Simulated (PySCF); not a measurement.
# C₃H₆OSSi: NMR shifts at several levels of theory, part 2 of 2

PySCF 2.14.0. Atoms count from 0. The steps go on from the part before.

### Step 8. NMR shieldings: OPBE/pcSseg-1

What the job is given:

```
{"job": {"kind": "nmr", "xc": "OPBE", "basis": "pcSseg-1", "pop": false}, "charge": 0, "multiplicity": 1}
C     -1.914407    -1.330732    -0.312705
C     -0.821238    -0.565585    -0.133421
C     -1.006362     0.776267     0.447692
O     -0.103902     1.550082     0.661308
S      0.797027    -1.097100    -0.562161
Si     2.161675     0.522544    -0.051772
H     -1.862346    -2.335800    -0.736506
H     -2.897807    -0.945763    -0.027894
H     -2.061879     1.043209     0.690068
H      2.315885     0.793486     1.402451
H      2.031250     1.750309    -0.881081
H      3.401654    -0.189281    -0.504805
```

Level: GIAO OPBE/pcSseg-1 NMR shielding, non-relativistic, gas phase.

Standard output:

```text
coarse grid: 11312 points
cycle   1  E = -880.4604357398  dE =  5.875e-01  |g| = 7.170e-01  |ddm| = 3.395e+00
cycle   2  E = -879.7233389798  dE =  7.371e-01  |g| = 1.954e+00  |ddm| = 2.902e+00
cycle   3  E = -880.5381875597  dE = -8.148e-01  |g| = 3.130e-01  |ddm| = 2.533e+00
cycle   4  E = -880.5550182043  dE = -1.683e-02  |g| = 1.921e-01  |ddm| = 5.336e-01
cycle   5  E = -880.5647224707  dE = -9.704e-03  |g| = 8.394e-02  |ddm| = 2.835e-01
cycle   6  E = -880.5668223625  dE = -2.100e-03  |g| = 2.104e-02  |ddm| = 1.114e-01
cycle   7  E = -880.5669320674  dE = -1.097e-04  |g| = 6.641e-03  |ddm| = 3.081e-02
cycle   8  E = -880.5669434181  dE = -1.135e-05  |g| = 2.235e-03  |ddm| = 1.004e-02
cycle   9  E = -880.5669448643  dE = -1.446e-06  |g| = 5.247e-04  |ddm| = 3.460e-03
final grid: 100736 points
cycle  10  E = -880.6167407458  dE =  1.615e-05  |g| = 3.187e-02  |ddm| = 5.690e-02
cycle  11  E = -880.6149218359  dE =  1.819e-03  |g| = 9.526e-02  |ddm| = 1.109e-01
cycle  12  E = -880.6169197864  dE = -1.998e-03  |g| = 1.059e-02  |ddm| = 9.170e-02
cycle  13  E = -880.6169500692  dE = -3.028e-05  |g| = 2.990e-03  |ddm| = 1.515e-02
cycle  14  E = -880.6169517647  dE = -1.695e-06  |g| = 1.509e-03  |ddm| = 3.918e-03
cycle  15  E = -880.6169524331  dE = -6.685e-07  |g| = 2.103e-04  |ddm| = 1.880e-03
cycle  16  E = -880.6169524470  dE = -1.388e-08  |g| = 7.401e-05  |ddm| = 4.174e-04
cycle  17  E = -880.6169524486  dE = -1.540e-09  |g| = 2.119e-05  |ddm| = 1.196e-04
cycle  18  E = -880.6169524487  dE = -1.178e-10  |g| = 5.869e-06  |ddm| = 2.897e-05
converged SCF energy = -880.6169524487

GIAO shielding tensors (ppm)
atom      isotropic    diamagn.    paramagn.     s11        s22        s33       span
  0 C       52.734     251.299    -198.565    -55.876     54.282    159.797    215.673
  1 C       41.359     265.474    -224.115    -41.546     33.379    132.243    173.789
  2 C        1.734     249.101    -247.367    -75.552      0.039     80.716    156.268
  3 O     -261.450     400.436    -661.886   -754.201   -343.359    313.211   1067.412
  4 S      604.443    1058.846    -454.403    378.345    629.123    805.862    427.518
  5 Si     414.502     878.025    -463.523    365.052    412.059    466.395    101.343
  6 H       24.440      29.744      -5.304     20.704     23.477     29.140      8.436
  7 H       25.029      29.922      -4.893     20.829     25.092     29.166      8.337
  8 H       22.131      29.330      -7.199     20.423     21.878     24.093      3.670
  9 H       25.946      27.962      -2.016     22.898     23.837     31.104      8.206
 10 H       25.947      27.959      -2.012     22.896     23.837     31.107      8.210
 11 H       26.675      27.424      -0.749     22.760     25.160     32.104      9.345
```

Wall time 21 s (1 thread of Arm Neoverse V1, shared host); peak memory 0.74 GiB.

In short: δ C2 183.4, C1 143.8, C0 132.4, O3 593.5, H8 9.10, H6 6.79 ppm.

### Step 9. Shielding tensors: KT2/pcSseg-1

Settings changed since step 8:

```diff
@@ -1,2 +1,2 @@
-{"job": {"kind": "nmr", "xc": "OPBE", "basis": "pcSseg-1", "pop": false}, "charge": 0, "multiplicity": 1}
+{"job": {"kind": "nmr", "xc": "KT2", "basis": "pcSseg-1", "pop": false}, "charge": 0, "multiplicity": 1}
 C     -1.914407    -1.330732    -0.312705
```

With the program's defaults for keys left out, this is: GIAO KT2/pcSseg-1 NMR shielding, non-relativistic, gas phase.

Standard output:

```text
coarse grid: 11312 points
cycle   1  E = -889.3715592181  dE =  6.486e-01  |g| = 8.260e-01  |ddm| = 3.304e+00
cycle   2  E = -888.3883739255  dE =  9.832e-01  |g| = 2.195e+00  |ddm| = 4.033e+00
cycle   3  E = -889.4709633358  dE = -1.083e+00  |g| = 3.483e-01  |ddm| = 3.655e+00
cycle   4  E = -889.4895058043  dE = -1.854e-02  |g| = 2.401e-01  |ddm| = 6.706e-01
cycle   5  E = -889.5054278442  dE = -1.592e-02  |g| = 9.215e-02  |ddm| = 3.368e-01
cycle   6  E = -889.5078689585  dE = -2.441e-03  |g| = 2.574e-02  |ddm| = 1.331e-01
cycle   7  E = -889.5080439478  dE = -1.750e-04  |g| = 7.448e-03  |ddm| = 3.658e-02
cycle   8  E = -889.5080594989  dE = -1.555e-05  |g| = 2.508e-03  |ddm| = 1.286e-02
cycle   9  E = -889.5080612625  dE = -1.764e-06  |g| = 6.614e-04  |ddm| = 3.971e-03
final grid: 100736 points
cycle  10  E = -889.5997128685  dE = -1.679e-04  |g| = 1.822e-02  |ddm| = 4.084e-02
cycle  11  E = -889.5995316470  dE =  1.812e-04  |g| = 2.866e-02  |ddm| = 4.983e-02
cycle  12  E = -889.5997362958  dE = -2.046e-04  |g| = 1.203e-02  |ddm| = 4.578e-02
cycle  13  E = -889.5997712958  dE = -3.500e-05  |g| = 4.186e-03  |ddm| = 1.593e-02
cycle  14  E = -889.5997755731  dE = -4.277e-06  |g| = 5.681e-04  |ddm| = 5.134e-03
cycle  15  E = -889.5997756521  dE = -7.900e-08  |g| = 1.136e-04  |ddm| = 5.981e-04
cycle  16  E = -889.5997756544  dE = -2.306e-09  |g| = 6.648e-05  |ddm| = 1.649e-04
cycle  17  E = -889.5997756554  dE = -9.952e-10  |g| = 2.278e-05  |ddm| = 7.459e-05
converged SCF energy = -889.5997756554

GIAO shielding tensors (ppm)
atom      isotropic    diamagn.    paramagn.     s11        s22        s33       span
  0 C       54.807     252.282    -197.475    -51.417     58.760    157.078    208.495
  1 C       39.485     265.380    -225.895    -40.634     30.889    128.201    168.835
  2 C        2.833     249.728    -246.895    -72.382      6.078     74.802    147.184
  3 O     -247.094     402.338    -649.432   -711.723   -335.038    305.478   1017.200
  4 S      603.841    1060.646    -456.804    373.530    625.168    812.826    439.296
  5 Si     417.568     879.965    -462.398    367.748    412.049    472.906    105.159
  6 H       24.585      29.809      -5.224     21.354     23.473     28.927      7.572
  7 H       25.333      30.029      -4.696     21.095     25.199     29.705      8.610
  8 H       22.417      29.519      -7.103     20.470     22.221     24.560      4.090
  9 H       25.861      28.221      -2.359     22.787     23.748     31.049      8.261
 10 H       25.862      28.218      -2.356     22.786     23.748     31.052      8.266
 11 H       26.648      27.498      -0.850     22.779     25.083     32.084      9.305
```

It took 21 s on 1 thread of Arm Neoverse V1, shared host; peak memory 0.74 GiB.

This run: δ C2 180.4, C1 143.7, C0 128.4, O3 577.8, H8 8.76, H6 6.59 ppm.

### Step 10. Shielding tensors: KT3/pcSseg-1

Settings changed since step 9:

```diff
@@ -1,2 +1,2 @@
-{"job": {"kind": "nmr", "xc": "KT2", "basis": "pcSseg-1", "pop": false}, "charge": 0, "multiplicity": 1}
+{"job": {"kind": "nmr", "xc": "KT3", "basis": "pcSseg-1", "pop": false}, "charge": 0, "multiplicity": 1}
 C     -1.914407    -1.330732    -0.312705
```

With the program's defaults for keys left out, this is: GIAO KT3/pcSseg-1 NMR shielding, non-relativistic, gas phase.

Standard output:

```text
coarse grid: 11312 points
cycle   1  E = -888.6001842729  dE =  6.285e-01  |g| = 8.270e-01  |ddm| = 3.331e+00
cycle   2  E = -887.6338108788  dE =  9.664e-01  |g| = 2.185e+00  |ddm| = 3.749e+00
cycle   3  E = -888.7000515769  dE = -1.066e+00  |g| = 3.538e-01  |ddm| = 3.382e+00
cycle   4  E = -888.7195163761  dE = -1.946e-02  |g| = 2.401e-01  |ddm| = 6.580e-01
cycle   5  E = -888.7351698639  dE = -1.565e-02  |g| = 9.552e-02  |ddm| = 3.366e-01
cycle   6  E = -888.7378146111  dE = -2.645e-03  |g| = 2.646e-02  |ddm| = 1.347e-01
cycle   7  E = -888.7379944687  dE = -1.799e-04  |g| = 7.992e-03  |ddm| = 3.618e-02
cycle   8  E = -888.7380123450  dE = -1.788e-05  |g| = 2.580e-03  |ddm| = 1.296e-02
cycle   9  E = -888.7380142496  dE = -1.905e-06  |g| = 6.311e-04  |ddm| = 4.062e-03
final grid: 100736 points
cycle  10  E = -888.8200667111  dE = -1.584e-04  |g| = 1.854e-02  |ddm| = 4.018e-02
cycle  11  E = -888.8198024902  dE =  2.642e-04  |g| = 3.964e-02  |ddm| = 4.694e-02
cycle  12  E = -888.8200871924  dE = -2.847e-04  |g| = 1.063e-02  |ddm| = 4.256e-02
cycle  13  E = -888.8201103024  dE = -2.311e-05  |g| = 3.634e-03  |ddm| = 1.442e-02
cycle  14  E = -888.8201145190  dE = -4.217e-06  |g| = 1.001e-03  |ddm| = 5.104e-03
cycle  15  E = -888.8201148105  dE = -2.915e-07  |g| = 2.195e-04  |ddm| = 1.214e-03
cycle  16  E = -888.8201148226  dE = -1.213e-08  |g| = 5.577e-05  |ddm| = 2.851e-04
cycle  17  E = -888.8201148234  dE = -7.599e-10  |g| = 1.183e-05  |ddm| = 6.751e-05
converged SCF energy = -888.8201148234

GIAO shielding tensors (ppm)
atom      isotropic    diamagn.    paramagn.     s11        s22        s33       span
  0 C       55.573     251.510    -195.938    -50.376     60.524    156.570    206.945
  1 C       40.781     264.814    -224.032    -39.093     32.919    128.518    167.611
  2 C        4.510     249.523    -245.013    -72.356      9.124     76.762    149.118
  3 O     -241.364     402.420    -643.784   -700.916   -330.669    307.495   1008.411
  4 S      599.591    1060.645    -461.054    374.810    617.396    806.567    431.757
  5 Si     421.277     879.182    -457.904    372.914    417.570    473.347    100.433
  6 H       24.799      30.015      -5.217     21.441     23.705     29.250      7.808
  7 H       25.441      30.217      -4.776     21.283     25.316     29.725      8.441
  8 H       22.535      29.750      -7.214     20.658     22.375     24.573      3.915
  9 H       26.211      28.443      -2.231     23.184     24.125     31.324      8.141
 10 H       26.212      28.439      -2.228     23.182     24.125     31.327      8.145
 11 H       26.980      27.715      -0.735     23.152     25.430     32.357      9.205
```

Wall time 21 s (1 thread of Arm Neoverse V1, shared host); peak memory 0.74 GiB.

Key values: δ C2 177.8, C1 141.5, C0 126.7, O3 570.4, H8 8.78, H6 6.52 ppm.

### Step 11. Shielding tensors: B97-D/pcSseg-1

Settings changed since step 10:

```diff
@@ -1,2 +1,2 @@
-{"job": {"kind": "nmr", "xc": "KT3", "basis": "pcSseg-1", "pop": false}, "charge": 0, "multiplicity": 1}
+{"job": {"kind": "nmr", "xc": "B97-D", "basis": "pcSseg-1", "pop": false}, "charge": 0, "multiplicity": 1}
 C     -1.914407    -1.330732    -0.312705
```

Method: GIAO B97-D/pcSseg-1 NMR shielding, non-relativistic, gas phase.

Standard output:

```text
coarse grid: 11312 points
cycle   1  E = -880.4671935247  dE =  6.016e-01  |g| = 8.150e-01  |ddm| = 3.329e+00
cycle   2  E = -879.5350465406  dE =  9.321e-01  |g| = 2.175e+00  |ddm| = 3.516e+00
cycle   3  E = -880.5631664994  dE = -1.028e+00  |g| = 3.544e-01  |ddm| = 3.137e+00
cycle   4  E = -880.5833871225  dE = -2.022e-02  |g| = 2.319e-01  |ddm| = 6.364e-01
cycle   5  E = -880.5975409944  dE = -1.415e-02  |g| = 9.801e-02  |ddm| = 3.282e-01
cycle   6  E = -880.6003386323  dE = -2.798e-03  |g| = 2.453e-02  |ddm| = 1.318e-01
cycle   7  E = -880.6004889979  dE = -1.504e-04  |g| = 8.154e-03  |ddm| = 3.516e-02
cycle   8  E = -880.6005067496  dE = -1.775e-05  |g| = 2.585e-03  |ddm| = 1.243e-02
cycle   9  E = -880.6005086089  dE = -1.859e-06  |g| = 6.076e-04  |ddm| = 3.909e-03
final grid: 100736 points
cycle  10  E = -880.6478567957  dE = -6.556e-05  |g| = 1.151e-02  |ddm| = 2.842e-02
cycle  11  E = -880.6477506914  dE =  1.061e-04  |g| = 2.223e-02  |ddm| = 3.175e-02
cycle  12  E = -880.6478647300  dE = -1.140e-04  |g| = 8.363e-03  |ddm| = 2.931e-02
cycle  13  E = -880.6478795246  dE = -1.479e-05  |g| = 2.485e-03  |ddm| = 9.946e-03
cycle  14  E = -880.6478811369  dE = -1.612e-06  |g| = 4.492e-04  |ddm| = 3.204e-03
cycle  15  E = -880.6478811844  dE = -4.747e-08  |g| = 1.419e-04  |ddm| = 5.002e-04
cycle  16  E = -880.6478811899  dE = -5.530e-09  |g| = 4.155e-05  |ddm| = 1.974e-04
cycle  17  E = -880.6478811903  dE = -4.322e-10  |g| = 1.553e-05  |ddm| = 5.982e-05
converged SCF energy = -880.6478811903

GIAO shielding tensors (ppm)
atom      isotropic    diamagn.    paramagn.     s11        s22        s33       span
  0 C       46.451     251.664    -205.212    -63.124     49.662    152.816    215.941
  1 C       30.637     264.388    -233.752    -53.410     20.306    125.014    178.424
  2 C       -6.729     249.271    -256.000    -85.286     -6.811     71.909    157.195
  3 O     -263.223     402.206    -665.429   -753.472   -347.107    310.910   1064.382
  4 S      574.120    1059.755    -485.635    346.485    586.594    789.282    442.798
  5 Si     401.542     877.943    -476.401    352.133    398.492    454.001    101.867
  6 H       24.796      29.986      -5.190     21.224     23.850     29.314      8.090
  7 H       25.432      30.217      -4.785     21.278     25.474     29.544      8.266
  8 H       22.431      29.666      -7.235     20.670     22.170     24.453      3.783
  9 H       26.254      28.511      -2.258     23.278     24.184     31.300      8.022
 10 H       26.254      28.508      -2.254     23.277     24.184     31.302      8.026
 11 H       27.029      27.761      -0.732     23.228     25.530     32.328      9.099
```

Run time: 21 s. Hardware: 1 thread of Arm Neoverse V1, shared host; peak memory 0.74 GiB.

Key values: δ C2 185.9, C1 148.5, C0 132.7, O3 593.6, H8 8.98, H6 6.61 ppm.

### Step 12. NMR shieldings: B3LYP/pcSseg-1

Settings changed since step 11:

```diff
@@ -1,2 +1,2 @@
-{"job": {"kind": "nmr", "xc": "B97-D", "basis": "pcSseg-1", "pop": false}, "charge": 0, "multiplicity": 1}
+{"job": {"kind": "nmr", "xc": "B3LYP", "basis": "pcSseg-1", "pop": false}, "charge": 0, "multiplicity": 1}
 C     -1.914407    -1.330732    -0.312705
```

Level: GIAO B3LYP/pcSseg-1 NMR shielding, non-relativistic, gas phase.

Standard output:

```text
coarse grid: 11312 points
cycle   1  E = -880.6514066641  dE =  6.688e-01  |g| = 7.697e-01  |ddm| = 3.279e+00
cycle   2  E = -880.1577433838  dE =  4.937e-01  |g| = 1.744e+00  |ddm| = 2.517e+00
cycle   3  E = -880.7588647014  dE = -6.011e-01  |g| = 1.804e-01  |ddm| = 2.057e+00
cycle   4  E = -880.7646183438  dE = -5.754e-03  |g| = 1.055e-01  |ddm| = 3.075e-01
cycle   5  E = -880.7674768255  dE = -2.858e-03  |g| = 3.458e-02  |ddm| = 1.347e-01
cycle   6  E = -880.7677938860  dE = -3.171e-04  |g| = 8.851e-03  |ddm| = 4.115e-02
cycle   7  E = -880.7678122116  dE = -1.833e-05  |g| = 2.533e-03  |ddm| = 1.089e-02
cycle   8  E = -880.7678136820  dE = -1.470e-06  |g| = 7.548e-04  |ddm| = 3.185e-03
final grid: 100736 points
cycle   9  E = -880.8205505465  dE = -1.157e-05  |g| = 5.091e-03  |ddm| = 1.456e-02
cycle  10  E = -880.8205317013  dE =  1.885e-05  |g| = 1.085e-02  |ddm| = 1.172e-02
cycle  11  E = -880.8205556136  dE = -2.391e-05  |g| = 1.175e-03  |ddm| = 9.692e-03
cycle  12  E = -880.8205559228  dE = -3.091e-07  |g| = 1.605e-04  |ddm| = 1.449e-03
cycle  13  E = -880.8205559283  dE = -5.578e-09  |g| = 8.283e-05  |ddm| = 2.945e-04
cycle  14  E = -880.8205559300  dE = -1.614e-09  |g| = 2.314e-05  |ddm| = 8.842e-05
cycle  15  E = -880.8205559301  dE = -1.287e-10  |g| = 1.049e-05  |ddm| = 3.211e-05
converged SCF energy = -880.8205559301

GIAO shielding tensors (ppm)
atom      isotropic    diamagn.    paramagn.     s11        s22        s33       span
  0 C       39.341     251.918    -212.578    -80.570     46.123    152.468    233.038
  1 C       23.614     264.354    -240.740    -72.101     16.012    126.931    199.032
  2 C      -16.153     248.560    -264.713   -102.000    -18.216     71.757    173.757
  3 O     -298.295     403.049    -701.344   -826.235   -389.686    321.036   1147.271
  4 S      579.230    1058.698    -479.468    343.502    583.088    811.099    467.597
  5 Si     394.255     876.895    -482.639    343.373    392.987    446.407    103.034
  6 H       24.718      29.927      -5.210     21.035     23.669     29.449      8.414
  7 H       25.357      30.148      -4.791     21.094     25.338     29.640      8.546
  8 H       22.432      29.572      -7.139     20.641     22.332     24.325      3.684
  9 H       26.280      28.344      -2.064     23.318     24.161     31.361      8.044
 10 H       26.281      28.341      -2.060     23.316     24.161     31.364      8.048
 11 H       27.063      27.661      -0.598     23.241     25.505     32.444      9.203
```

It took 14 s on 1 thread of Arm Neoverse V1, shared host; peak memory 0.83 GiB.

Key values: δ C2 195.4, C1 155.6, C0 139.9, O3 632.3, H8 8.95, H6 6.67 ppm.

### Step 13. Run by run: NMR shifts

Shifts (ppm) of some atoms, chosen among heavy atoms and hydrogens apart, means over like atoms, with basis size and wall time:

```csv
run,C2,C1,C0,H7,H9,O3,S4,functions,time
HF/pcSseg-1,197.3,149.4,145.3,6.36,4.51,612.4,-161,146,7.2 s
LDA/pcSseg-1,200.4,159.5,143.1,6.10,5.32,654.2,-82,146,18 s
PBE/pcSseg-1,191.6,152.6,137.0,6.04,5.09,624.1,-84,146,21 s
BLYP/pcSseg-1,191.9,155.3,136.3,5.91,4.95,626.3,-69,146,21 s
BP86/pcSseg-1,191.4,152.9,137.0,6.04,5.08,617.3,-82,146,21 s
OPBE/pcSseg-1,183.4,143.8,132.4,6.20,5.04,593.5,-98,146,21 s
KT2/pcSseg-1,180.4,143.7,128.4,5.85,5.06,577.8,-85,146,21 s
KT3/pcSseg-1,177.8,141.5,126.7,5.88,4.85,570.4,-83,146,21 s
B97-D/pcSseg-1,185.9,148.5,132.7,5.98,4.90,593.6,-77,146,21 s
B3LYP/pcSseg-1,195.4,155.6,139.9,6.03,4.84,632.3,-94,146,14 s
```

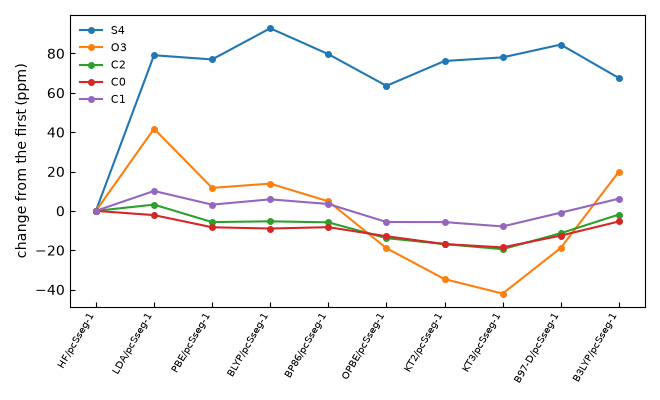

How five of the tabulated atoms move from run to run.

### Step 14. Outcome

What follows sums up all 2 parts.

| quantity | value |
| --- | --- |
| point group | Cs |
| rotational constants (main isotopes) | 3.65, 1.98, 1.30 GHz |
| 13C shifts against TMS (HF/pcSseg-1) | 197.3, 149.4, 145.3 ppm |
| 1H shifts against TMS (HF/pcSseg-1, means over atoms taken as alike) | 8.76, 6.91, 6.36, 4.51 ppm |
| 17O shifts against H2O (HF/pcSseg-1) | 612.4 ppm |
| 33S shifts against CS2 (HF/pcSseg-1) | -161 ppm |
| 29Si shifts against TMS (HF/pcSseg-1) | -53.6 ppm |
| range of the shift of S4 | -161 to -69 ppm |

In words: Single values in the summary come from the first run of each kind that ended normally (HF/pcSseg-1), which need not be the best level. Over 10 steps the energy fell by 0.263 eV; of the close pairs, Si5–H10 changed most, 1.440 to 1.487 Å. The most deshielded carbon is C2 (aldehyde carbonyl carbon), at 197.3 ppm: the double bond to the heteroatom, with no lone-pair donor beside it, deshields it most. At HF/pcSseg-1: The largest span, 1142 ppm, is at O3, where the paramagnetic term is -682 ppm. Across the 10 runs the shift of S4 moves most, between -161 (HF/pcSseg-1) and -69 ppm (BLYP/pcSseg-1).
